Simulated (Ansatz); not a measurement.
# CH3FOSSi: a spread of methods and bases

Aim: run CH3FOSSi under a spread of inputs, and see what each costs and gives.

The runs use Ansatz 0.2.0, Gaussian basis; the settings change from run to run.

## 1. The geometry

The geometry comes from an earlier relaxation with PBE0-D4 in a triple-zeta def2 set; it is a stationary point, not always the lowest conformer.

8 atoms, charge 0, spin multiplicity 1.

Atoms are counted from 1 here; the program's logs count them from 0.

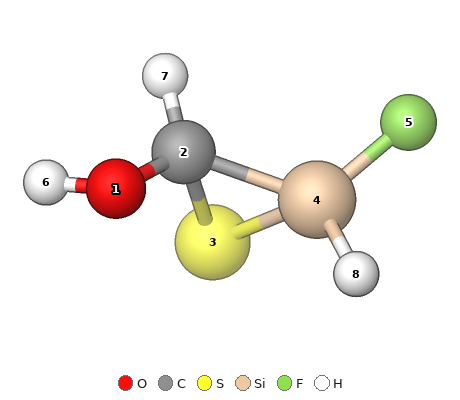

The geometry (oxygen red, carbon grey, sulfur yellow, silicon light orange, fluorine green, hydrogen white); atoms are numbered from 1 in the order of the file.

Coordinates:

```csv
atom,x (Å),y (Å),z (Å)
O1,1.3629,-0.2732,-1.0023
C2,0.3531,0.4107,-0.3727
S3,0.4803,0.5703,1.5540
Si4,-0.9515,-0.5028,0.5366
F5,-2.4530,0.0170,0.4966
H6,2.1406,0.2905,-1.0703
H7,0.1456,1.4027,-0.7719
H8,-0.9859,-1.9724,0.5740
```

## 2. RPBE/aug-cc-pVDZ

Set apart from the defaults: a grid of angular degree 23, a point charge of 0.50 e beside it.

in.yaml reads:

```yaml
crystal:
  periodic: [false, false, false]
  atoms:
    - {symbol: O, position_ang: [1.362918, -0.273173, -1.002254]}
    - {symbol: C, position_ang: [0.353080, 0.410723, -0.372659]}
    - {symbol: S, position_ang: [0.480317, 0.570262, 1.554006]}
    - {symbol: Si, position_ang: [-0.951464, -0.502752, 0.536630]}
    - {symbol: F, position_ang: [-2.452995, 0.017018, 0.496604]}
    - {symbol: H, position_ang: [2.140622, 0.290532, -1.070298]}
    - {symbol: H, position_ang: [0.145622, 1.402711, -0.771948]}
    - {symbol: H, position_ang: [-0.985899, -1.972423, 0.574021]}
basis:
  gaussian: {orbitals: aug-cc-pVDZ, final_grid: {core_spheres: 8, valence_spheres: 7, degree: 23}, point_charges: [{charge: 0.50, position_ang: [5.551, 0.529, -0.041]}]}
hamiltonian: {xc: {name: RPBE}}
output: {forces: true}
```

Command:

```console
> ansatz run in.yaml --threads 2 --pin off --events-out ev --progress --plain --max-ram 4352MiB
```

The program printed (excerpt; [...] marks lines left out):

```text
Functional definition: RPBE
  name "RPBE"
  cite "Hammer, Hansen & Nørskov, Phys. Rev. B 59, 7413 (1999) doi:10.1103/PhysRevB.59.7413"
  cite "Perdew, Burke & Ernzerhof, Phys. Rev. Lett. 77, 3865 (1996) doi:10.1103/PhysRevLett.77.3865"
[...]
1438 factors; their error is unknown
[...]
mean field -24562.54542796 eV, -902.6568953864 hartree, gradient 7.1e-5 eV, S^2 0.000000; 0 other end points of the search recorded, 0 dependent functions left out
[...]
reference -24562.54549313 eV, -902.6568977812 hartree; 28, 28 occupied and 122, 122 virtual orbitals, 1438 factors
Total energy: -24562.54549313 eV, -902.6568977812 hartree
Atom 0 at     1.362918    -0.273173    -1.002254 Å, force     0.435807    -1.020066    -0.522369 eV/Å
Atom 1 at     0.353080     0.410723    -0.372659 Å, force    -0.248700     0.485284    -0.130788 eV/Å
Atom 2 at     0.480317     0.570262     1.554006 Å, force     0.835890     0.649798     1.152833 eV/Å
Atom 3 at    -0.951464    -0.502752     0.536630 Å, force     0.882168    -1.401905    -0.147573 eV/Å
Atom 4 at    -2.452995     0.017018     0.496604 Å, force    -2.297664     0.838116    -0.045807 eV/Å
Atom 5 at     2.140622     0.290532    -1.070298 Å, force     0.433604     0.443403    -0.134853 eV/Å
Atom 6 at     0.145622     1.402711    -0.771948 Å, force    -0.109470     0.456359    -0.229584 eV/Å
Atom 7 at    -0.985899    -1.972423     0.574021 Å, force     0.031548    -0.431276     0.019086 eV/Å
Dipole moment:     0.048865     0.048765    -0.217793 e Å
```

Wall time 1.4 s (2 threads of AMD EPYC 9B14, shared host).

Largest force 2.446 eV/Å, dipole 1.10 D.

## 3. wB97/cc-pVTZ-DK

Changes to in.yaml since step 2:

```diff
@@ -12,4 +12,4 @@
 basis:
-  gaussian: {orbitals: aug-cc-pVDZ, final_grid: {core_spheres: 8, valence_spheres: 7, degree: 23}, point_charges: [{charge: 0.50, position_ang: [5.551, 0.529, -0.041]}]}
-hamiltonian: {xc: {name: RPBE}}
+  gaussian: {orbitals: cc-pVTZ-DK}
+hamiltonian: {xc: {name: wB97}}
 output: {forces: true}
```

Same command.

The program printed (excerpt; [...] marks lines left out):

```text
Functional definition: wB97
  name "wB97"
  cite "Chai & Head-Gordon, J. Chem. Phys. 128, 084106 (2008) doi:10.1063/1.2834918"
  cite "Becke, J. Chem. Phys. 107, 8554 (1997) doi:10.1063/1.475007"
[...]
  # The coefficients of nought are those of the uniform gas.
[...]
      + integral(e_c_pw_opposite_spin*poly(b97_u_opposite, 1, cos1, cos2, cos3, cos4))
1197 factors; their error is unknown
354 factors; integrals over basis functions are off by at most 2.4e-5 eV
[...]
mean field -24616.42334300 eV, -904.6368722441 hartree, gradient 4.6e-5 eV, S^2 0.000000; 0 other end points of the search recorded, 0 dependent functions left out
[...]
reference -24616.42333367 eV, -904.6368719014 hartree; 28, 28 occupied and 172, 172 virtual orbitals, 1197 factors
Total energy: -24616.42333367 eV, -904.6368719014 hartree
Relativity: scalar
Atom 0 at     1.362918    -0.273173    -1.002254 Å, force     0.333827    -0.159289    -0.160288 eV/Å
Atom 1 at     0.353080     0.410723    -0.372659 Å, force    -0.261230     0.303964     0.396446 eV/Å
Atom 2 at     0.480317     0.570262     1.554006 Å, force    -0.058623    -0.071121    -0.309200 eV/Å
Atom 3 at    -0.951464    -0.502752     0.536630 Å, force     0.560498    -0.240450     0.029839 eV/Å
Atom 4 at    -2.452995     0.017018     0.496604 Å, force    -0.518959     0.193069     0.001444 eV/Å
Atom 5 at     2.140622     0.290532    -1.070298 Å, force    -0.065164    -0.047528     0.025159 eV/Å
Atom 6 at     0.145622     1.402711    -0.771948 Å, force     0.003341    -0.033305     0.006152 eV/Å
Atom 7 at    -0.985899    -1.972423     0.574021 Å, force     0.006309     0.054661     0.010447 eV/Å
Dipole moment:     0.170623     0.055173    -0.251741 e Å
```

Run time: 7 s. Hardware: 2 threads of AMD EPYC 9B14, shared host.

Largest force 0.611 eV/Å, dipole 1.48 D.

## 4. r2SCAN50/def2-mTZVP

Changes to in.yaml since step 3:

```diff
@@ -12,4 +12,4 @@
 basis:
-  gaussian: {orbitals: cc-pVTZ-DK}
-hamiltonian: {xc: {name: wB97}}
+  gaussian: {orbitals: def2-mTZVP}
+hamiltonian: {xc: {name: r2SCAN50}}
 output: {forces: true}
```

Same command.

The program printed (excerpt; [...] marks lines left out):

```text
Functional definition: r2SCAN50
  name "r2SCAN50"
  cite "Bursch, Neugebauer, Ehlert & Grimme, J. Chem. Phys. 156, 134105 (2022) doi:10.1063/5.0086040"
  cite "Furness, Kaplan, Ning, Perdew & Sun, J. Phys. Chem. Lett. 11, 8208 (2020) doi:10.1021/acs.jpclett.0c02405"
  cite "Furness, Kaplan, Ning, Perdew & Sun, J. Phys. Chem. Lett. 11, 9248 (2020) doi:10.1021/acs.jpclett.0c03077"
  parent r2scan
[...]
1016 factors; integrals over basis functions are off by at most 1.0e-3 eV
[...]
mean field -24560.29456725 eV, -902.5741777809 hartree, gradient 1.6e-5 eV, S^2 0.000000; 0 other end points of the search recorded, 0 dependent functions left out
[...]
reference -24560.29457345 eV, -902.5741780086 hartree; 28, 28 occupied and 87, 87 virtual orbitals, 1016 factors
Total energy: -24560.29457345 eV, -902.5741780086 hartree
Atom 0 at     1.362918    -0.273173    -1.002254 Å, force     0.036322     0.480218     0.152802 eV/Å
Atom 1 at     0.353080     0.410723    -0.372659 Å, force     0.043812     0.101601    -0.017490 eV/Å
Atom 2 at     0.480317     0.570262     1.554006 Å, force    -0.065741    -0.069779    -0.246181 eV/Å
Atom 3 at    -0.951464    -0.502752     0.536630 Å, force    -0.199123    -0.054758    -0.038307 eV/Å
Atom 4 at    -2.452995     0.017018     0.496604 Å, force     0.465251    -0.115067    -0.009624 eV/Å
Atom 5 at     2.140622     0.290532    -1.070298 Å, force    -0.379280    -0.280173     0.068654 eV/Å
Atom 6 at     0.145622     1.402711    -0.771948 Å, force     0.086364    -0.342486     0.100494 eV/Å
Atom 7 at    -0.985899    -1.972423     0.574021 Å, force     0.012397     0.280444    -0.010348 eV/Å
Dipole moment:     0.191497     0.037060    -0.263195 e Å
```

Run time: 3.1 s. Hardware: 2 threads of AMD EPYC 9B14, shared host.

Largest force 0.505 eV/Å, dipole 1.57 D.

## 5. PBE0-DH/aug-cc-pVTZ

Changes to in.yaml since step 4:

```diff
@@ -12,4 +12,4 @@
 basis:
-  gaussian: {orbitals: def2-mTZVP}
-hamiltonian: {xc: {name: r2SCAN50}}
+  gaussian: {orbitals: aug-cc-pVTZ}
+hamiltonian: {xc: {name: PBE0-DH}}
 output: {forces: true}
```

The command is unchanged.

The program printed (excerpt; [...] marks lines left out):

```text
Functional definition: PBE0-DH
  name "PBE0-DH"
  cite "Brémond & Adamo, J. Chem. Phys. 135, 024106 (2011) doi:10.1063/1.3604569"
  cite "Perdew, Burke & Ernzerhof, Phys. Rev. Lett. 77, 3865 (1996) doi:10.1103/PhysRevLett.77.3865"
[...]
1784 factors; integrals over basis functions are off by at most 1.2e-3 eV
[...]
mean field -24549.23181402 eV, -902.1676290983 hartree, gradient 3.0e-6 eV, S^2 0.000000; 0 other end points of the search recorded, 0 dependent functions left out
13 core orbitals not correlated: weight in the atoms' cores, before any rotation towards them, 1.000 or more for the frozen orbitals, at most 0.000 for the correlated occupied ones
reference -24549.23184438 eV, -902.1676302139 hartree; 15, 15 occupied and 279, 279 virtual orbitals, 1784 factors
second order -32.04211956 eV of doubles, -0.00000000 eV of singles
[...]
Total energy: -24553.23710932 eV, -902.3148209858 hartree
Atom 0 at     1.362918    -0.273173    -1.002254 Å, force     0.161929     0.251303     0.051502 eV/Å
Atom 1 at     0.353080     0.410723    -0.372659 Å, force     0.008603     0.097482    -0.023338 eV/Å
Atom 2 at     0.480317     0.570262     1.554006 Å, force     0.059874     0.036731    -0.063988 eV/Å
Atom 3 at    -0.951464    -0.502752     0.536630 Å, force    -0.007293    -0.144800    -0.058694 eV/Å
Atom 4 at    -2.452995     0.017018     0.496604 Å, force    -0.028521     0.029269     0.004539 eV/Å
Atom 5 at     2.140622     0.290532    -1.070298 Å, force    -0.240418    -0.182069     0.024634 eV/Å
Atom 6 at     0.145622     1.402711    -0.771948 Å, force     0.043195    -0.154923     0.062494 eV/Å
Atom 7 at    -0.985899    -1.972423     0.574021 Å, force     0.002629     0.067007     0.002851 eV/Å
Dipole moment:     0.195400     0.060335    -0.236153 e Å
```

It took 31 s on 2 threads of AMD EPYC 9B14, shared host; peak memory 1.3 GiB.

Largest force 0.303 eV/Å, dipole 1.50 D.

## 6. PBE/ANO-RCC-VTZP

Options: atoms shaken by 0.08 Å, D3(BJ) dispersion.

in.yaml reads:

```yaml
crystal:
  periodic: [false, false, false]
  atoms:
    - {symbol: O, position_ang: [1.376322, -0.371710, -1.142271]}
    - {symbol: C, position_ang: [0.465769, 0.388185, -0.400608]}
    - {symbol: S, position_ang: [0.466899, 0.756732, 1.582897]}
    - {symbol: Si, position_ang: [-1.078737, -0.570059, 0.582766]}
    - {symbol: F, position_ang: [-2.500207, 0.042421, 0.563339]}
    - {symbol: H, position_ang: [1.938680, 0.319346, -1.036280]}
    - {symbol: H, position_ang: [0.290244, 1.550219, -0.730566]}
    - {symbol: H, position_ang: [-0.914420, -1.858188, 0.488903]}
basis:
  gaussian: {orbitals: ANO-RCC-VTZP}
hamiltonian: {xc: {name: PBE}, dispersion: d3bj}
output: {forces: true}
```

The command is unchanged.

The program printed (excerpt; [...] marks lines left out):

```text
Functional definition: PBE
  name "PBE"
  cite "Perdew, Burke & Ernzerhof, Phys. Rev. Lett. 77, 3865 (1996) doi:10.1103/PhysRevLett.77.3865"
  parent pbe
[...]
1486 factors; their error is unknown
[...]
mean field -24601.67007536 eV, -904.0946996584 hartree, gradient 2.5e-5 eV, S^2 0.000000; 0 other end points of the search recorded, 0 dependent functions left out
[...]
reference -24601.67014411 eV, -904.0947021851 hartree; 28, 28 occupied and 172, 172 virtual orbitals, 1486 factors
Total energy: -24601.85302602 eV, -904.1014229712 hartree
Relativity: scalar
Atom 0 at     1.376322    -0.371710    -1.142271 Å, force    -3.002920    -1.706868     1.063067 eV/Å
Atom 1 at     0.465769     0.388185    -0.400608 Å, force    -4.754467     1.187282     0.799459 eV/Å
Atom 2 at     0.466899     0.756732     1.582897 Å, force    -0.721967    -1.949690    -0.890220 eV/Å
Atom 3 at    -1.078737    -0.570059     0.582766 Å, force     5.302017     6.875419    -0.348355 eV/Å
Atom 4 at    -2.500207     0.042421     0.563339 Å, force    -2.377530     0.486105    -0.028867 eV/Å
Atom 5 at     1.938680     0.319346    -1.036280 Å, force     4.970799     2.781221    -0.728676 eV/Å
Atom 6 at     0.290244     1.550219    -0.730566 Å, force     0.454979    -2.835837     0.156988 eV/Å
Atom 7 at    -0.914420    -1.858188     0.488903 Å, force     0.129089    -4.837632    -0.023395 eV/Å
Dipole moment:    -0.057533    -0.089648    -0.201320 e Å
```

Wall time 5.5 s (2 threads of AMD EPYC 9B14, shared host).

Largest force 8.689 eV/Å, dipole 1.09 D.

## 7. PBE0-DH/def2-mTZVPP

Options: the search for lower states set to light.

in.yaml reads:

```yaml
crystal:
  periodic: [false, false, false]
  atoms:
    - {symbol: O, position_ang: [1.362918, -0.273173, -1.002254]}
    - {symbol: C, position_ang: [0.353080, 0.410723, -0.372659]}
    - {symbol: S, position_ang: [0.480317, 0.570262, 1.554006]}
    - {symbol: Si, position_ang: [-0.951464, -0.502752, 0.536630]}
    - {symbol: F, position_ang: [-2.452995, 0.017018, 0.496604]}
    - {symbol: H, position_ang: [2.140622, 0.290532, -1.070298]}
    - {symbol: H, position_ang: [0.145622, 1.402711, -0.771948]}
    - {symbol: H, position_ang: [-0.985899, -1.972423, 0.574021]}
basis:
  gaussian: {orbitals: def2-mTZVPP}
hamiltonian: {xc: {name: PBE0-DH}}
scf: {lower_state_search: light}
```

Launched as before.

The program printed (excerpt; [...] marks lines left out):

```text
Functional definition: PBE0-DH
  name "PBE0-DH"
  cite "Brémond & Adamo, J. Chem. Phys. 135, 024106 (2011) doi:10.1063/1.3604569"
  cite "Perdew, Burke & Ernzerhof, Phys. Rev. Lett. 77, 3865 (1996) doi:10.1103/PhysRevLett.77.3865"
[...]
1235 factors; integrals over basis functions are off by at most 1.6e-3 eV
[...]
mean field -24548.68395946 eV, -902.1474958147 hartree, gradient 2.0e-6 eV, S^2 0.000000; 0 other end points of the search recorded, 0 dependent functions left out
13 core orbitals not correlated: weight in the atoms' cores, before any rotation towards them, 1.000 or more for the frozen orbitals, at most 0.000 for the correlated occupied ones
reference -24548.68397550 eV, -902.1474964038 hartree; 15, 15 occupied and 108, 108 virtual orbitals, 1235 factors
second order -27.12901460 eV of doubles, -0.00000000 eV of singles
Total energy: -24552.07510232 eV, -902.2721180161 hartree
```

Wall time 3 s (2 threads of AMD EPYC 9B14, shared host).

## 8. r2SCAN50/def2-SVPD

Set apart from the defaults: charge -1, multiplicity 2, a point charge of -1.00 e beside it, D4 dispersion.

Changes to in.yaml since step 7:

```diff
@@ -12,4 +12,6 @@
 basis:
-  gaussian: {orbitals: def2-mTZVPP}
-hamiltonian: {xc: {name: PBE0-DH}}
-scf: {lower_state_search: light}
+  gaussian: {orbitals: def2-SVPD, point_charges: [{charge: -1.00, position_ang: [6.525, 0.813, 0.374]}]}
+total_charge: -1
+magnetization: {spin_polarized: true, initial_magnetization: 1}
+hamiltonian: {xc: {name: r2SCAN50}, dispersion: d4}
+output: {forces: true}
```

The command is unchanged.

The program printed (excerpt; [...] marks lines left out):

```text
Functional definition: r2SCAN50
  name "r2SCAN50"
  cite "Bursch, Neugebauer, Ehlert & Grimme, J. Chem. Phys. 156, 134105 (2022) doi:10.1063/5.0086040"
  cite "Furness, Kaplan, Ning, Perdew & Sun, J. Phys. Chem. Lett. 11, 8208 (2020) doi:10.1021/acs.jpclett.0c02405"
  cite "Furness, Kaplan, Ning, Perdew & Sun, J. Phys. Chem. Lett. 11, 9248 (2020) doi:10.1021/acs.jpclett.0c03077"
  parent r2scan
[...]
1357 factors; integrals over basis functions are off by at most 1.0e-3 eV
[...]
mean field -24544.79995760 eV, -902.0047613788 hartree, gradient 1.2e-7 eV, S^2 0.755367; 6 other end points of the search recorded, 0 dependent functions left out
[...]
reference -24544.79997231 eV, -902.0047619194 hartree; 29, 28 occupied and 112, 113 virtual orbitals, 1357 factors
Total energy: -24544.86891192 eV, -902.0072954034 hartree
Atom 0 at     1.362918    -0.273173    -1.002254 Å, force     0.443719     0.564876    -0.052261 eV/Å
Atom 1 at     0.353080     0.410723    -0.372659 Å, force    -0.261582    -0.498776    -1.293862 eV/Å
Atom 2 at     0.480317     0.570262     1.554006 Å, force    -0.081113    -0.031232     1.771549 eV/Å
Atom 3 at    -0.951464    -0.502752     0.536630 Å, force     1.739383    -0.255802    -1.149495 eV/Å
Atom 4 at    -2.452995     0.017018     0.496604 Å, force    -1.577184     0.520878     0.387418 eV/Å
Atom 5 at     2.140622     0.290532    -1.070298 Å, force    -0.373159    -0.389468     0.235237 eV/Å
Atom 6 at     0.145622     1.402711    -0.771948 Å, force    -0.003059     0.144765    -0.237751 eV/Å
Atom 7 at    -0.985899    -1.972423     0.574021 Å, force    -0.085992    -0.089349     0.405345 eV/Å
Dipole moment:     0.476765     0.069287    -0.603000 e Å
```

Run time: 61 s. Hardware: 2 threads of AMD EPYC 9B14, shared host; peak memory 0.66 GiB.

Largest force 2.101 eV/Å, ⟨S²⟩ 0.755.

## 9. r2SCAN50/def2-TZVP

This run has D4 dispersion.

Changes to in.yaml since step 8:

```diff
@@ -12,6 +12,3 @@
 basis:
-  gaussian: {orbitals: def2-SVPD, point_charges: [{charge: -1.00, position_ang: [6.525, 0.813, 0.374]}]}
-total_charge: -1
-magnetization: {spin_polarized: true, initial_magnetization: 1}
+  gaussian: {orbitals: def2-TZVP}
 hamiltonian: {xc: {name: r2SCAN50}, dispersion: d4}
-output: {forces: true}
```

The command is unchanged.

The program printed (excerpt; [...] marks lines left out):

```text
Functional definition: r2SCAN50
  name "r2SCAN50"
  cite "Bursch, Neugebauer, Ehlert & Grimme, J. Chem. Phys. 156, 134105 (2022) doi:10.1063/5.0086040"
  cite "Furness, Kaplan, Ning, Perdew & Sun, J. Phys. Chem. Lett. 11, 8208 (2020) doi:10.1021/acs.jpclett.0c02405"
  cite "Furness, Kaplan, Ning, Perdew & Sun, J. Phys. Chem. Lett. 11, 9248 (2020) doi:10.1021/acs.jpclett.0c03077"
  parent r2scan
[...]
1277 factors; their error is unknown
[...]
mean field -24561.22521433 eV, -902.6083784304 hartree, gradient 4.6e-5 eV, S^2 0.000000; 0 other end points of the search recorded, 0 dependent functions left out
reference -24561.22522050 eV, -902.6083786570 hartree; 28, 28 occupied and 157, 157 virtual orbitals, 1277 factors
Total energy: -24561.28550125 eV, -902.6105939336 hartree
```

Run time: 3.9 s. Hardware: 2 threads of AMD EPYC 9B14, shared host.

## 10. BLYP/def2-TZVPP

This run has atoms shaken by 0.08 Å, D3(BJ) dispersion, high accuracy.

in.yaml reads:

```yaml
crystal:
  periodic: [false, false, false]
  atoms:
    - {symbol: O, position_ang: [1.237588, -0.148804, -1.055224]}
    - {symbol: C, position_ang: [0.418794, 0.524291, -0.385617]}
    - {symbol: S, position_ang: [0.521904, 0.628392, 1.777626]}
    - {symbol: Si, position_ang: [-1.000335, -0.534705, 0.672278]}
    - {symbol: F, position_ang: [-2.267270, 0.031984, 0.515261]}
    - {symbol: H, position_ang: [2.195193, 0.257384, -1.085111]}
    - {symbol: H, position_ang: [0.195334, 1.420077, -0.696602]}
    - {symbol: H, position_ang: [-0.966821, -2.050060, 0.624383]}
basis:
  gaussian: {orbitals: def2-TZVPP}
hamiltonian: {xc: {name: BLYP}, dispersion: d3bj}
accuracy: high
```

Launched as before.

The program printed:

```text
Functional definition: BLYP
  name "BLYP"
  cite "Becke, Phys. Rev. A 38, 3098 (1988) doi:10.1103/PhysRevA.38.3098"
  cite "Lee, Yang & Parr, Phys. Rev. B 37, 785 (1988) doi:10.1103/PhysRevB.37.785"
  parameter beta = 0.0042
  parameter a = 0.04918
  parameter b = 0.132
  parameter c = 0.2533
  parameter d = 0.349
  exchange = b88_x(beta = beta)
  correlation = lyp_c(a = a, b = b, c = c, d = d)
3734 factors; integrals over basis functions are off by at most 1.3e-8 eV
mean field evaluation 1: about -24551.2481 eV, gradient 8.1e1 eV
mean field evaluation 2: about -24432.8936 eV, gradient 2.0e2 eV
mean field evaluation 4: about -24563.4498 eV, gradient 1.6e1 eV
mean field evaluation 8: about -24563.9872 eV, gradient 1.0e0 eV
mean field evaluation 16: about -24563.9840 eV, gradient 6.3e-4 eV
mean field -24563.98396735 eV, -902.7097607338 hartree, gradient 4.7e-8 eV, S^2 0.000000; 0 other end points of the search recorded, 0 dependent functions left out
reference -24563.98402383 eV, -902.7097628093 hartree; 28, 28 occupied and 191, 191 virtual orbitals, 3734 factors
Total energy: -24564.39487063 eV, -902.7248611509 hartree
```

Wall time 11 s (2 threads of AMD EPYC 9B14, shared host); peak memory 1.1 GiB.

## 11. The runs in one table

```csv
level,charge,multiplicity,geometry,functions,energy (eV),time
RPBE/aug-cc-pVDZ,0,1,"relaxed, point charge",150,-24562.545,1.4 s
wB97/cc-pVTZ-DK,0,1,relaxed,200,-24616.423,7 s
r2SCAN50/def2-mTZVP,0,1,relaxed,115,-24560.295,3.1 s
PBE0-DH/aug-cc-pVTZ,0,1,relaxed,307,-24553.237,31 s
PBE/ANO-RCC-VTZP,0,1,shaken,200,-24601.853,5.5 s
PBE0-DH/def2-mTZVPP,0,1,relaxed,136,-24552.075,3 s
r2SCAN50/def2-SVPD,-1,2,"relaxed, point charge",141,-24544.869,61 s
r2SCAN50/def2-TZVP,0,1,relaxed,185,-24561.286,3.9 s
BLYP/def2-TZVPP,0,1,shaken,219,-24564.395,11 s
```

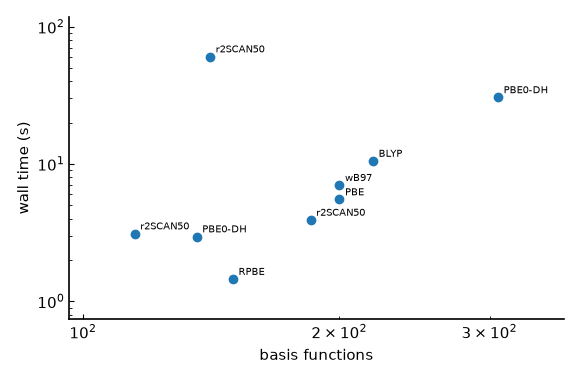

Wall time against the number of basis functions (shared host).

## 12. Results

```
                                         quantity                     value
                                             runs                         9
                                         quickest   RPBE/aug-cc-pVDZ, 1.4 s
                                          slowest  r2SCAN50/def2-SVPD, 61 s
spread of total energies, same state and geometry                   64.3 eV
                  dipole, same state and geometry            1.48 to 1.57 D
```

**Reading.** r2SCAN50/def2-SVPD took 42 times as long as RPBE/aug-cc-pVDZ. The jobs differ in tasks and options as well as level. Total energies at one charge and spin differ by 64 eV between levels, so only differences within one level mean anything. Some of these runs are scalar-relativistic and others not, which shifts the totals of all-electron atoms past neon by eV; core potentials, where a basis has them, take the core out of the total altogether. At the PBE0-D4/def2-TZVP geometry and in the same state, runs without warnings or point charges leave forces up to 0.61 eV/Å (wB97/cc-pVTZ-DK), against 8.7 eV/Å where the atoms were moved. At that geometry and state the dipole changes by 6 % between the lowest and highest value.
